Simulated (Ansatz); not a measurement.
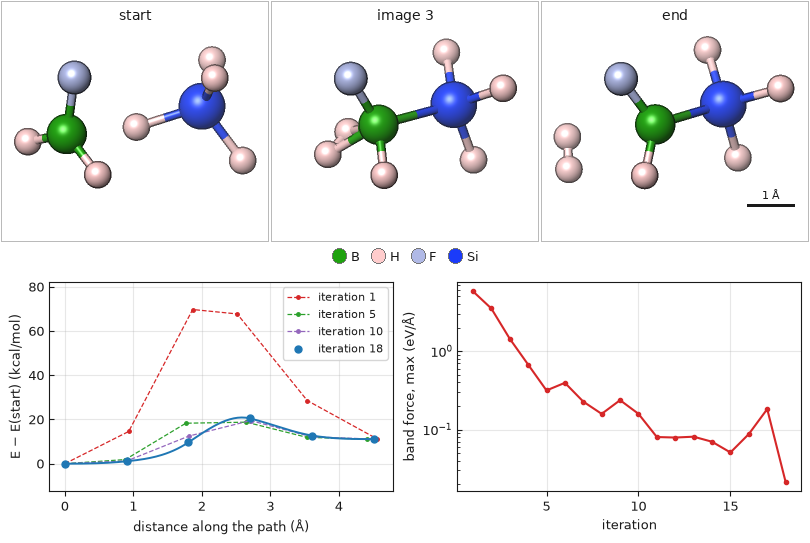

A search for the minimum-energy path of BSiH6F, made up at the start of BH2F and SiH₄ by the nudged elastic band. Images are numbered from 0 (start) to 5 (end). The plot follows the band through its iterations. The picture is a ball-and-stick view, seen from a free direction.

All numbers below come from RKS r2SCAN/6-31G* in Ansatz 0.2.0. Settings: 4 movable images; no climbing image; force threshold 0.05 eV/Å; iteration limit 60; starting path through a guess of the saddle point.

> Did the band converge, and can the barrier be trusted?

The run is converged, with reservations. The band converged in 18 iterations. The largest component of the band force went from 5.8 to 0.021 eV/Å. No image climbed, so the highest image needn't lie on the saddle point, and the true maximum along this path can be higher. The first iteration put the highest image at 69.7 kcal/mol. The energy climbs by 20.5 kcal/mol to image 3 and then falls by 9.3 kcal/mol, so the end point sits at +11.1 kcal/mol.

Limits of the set-up: the start holds two separate molecules, 2.5 Å apart at their closest, whose relative position is a soft coordinate and is computed without a dispersion correction.

Cost: 3.6 min on 1 thread of Arm Neoverse V2, on a shared host, peak memory 0.12 GiB.
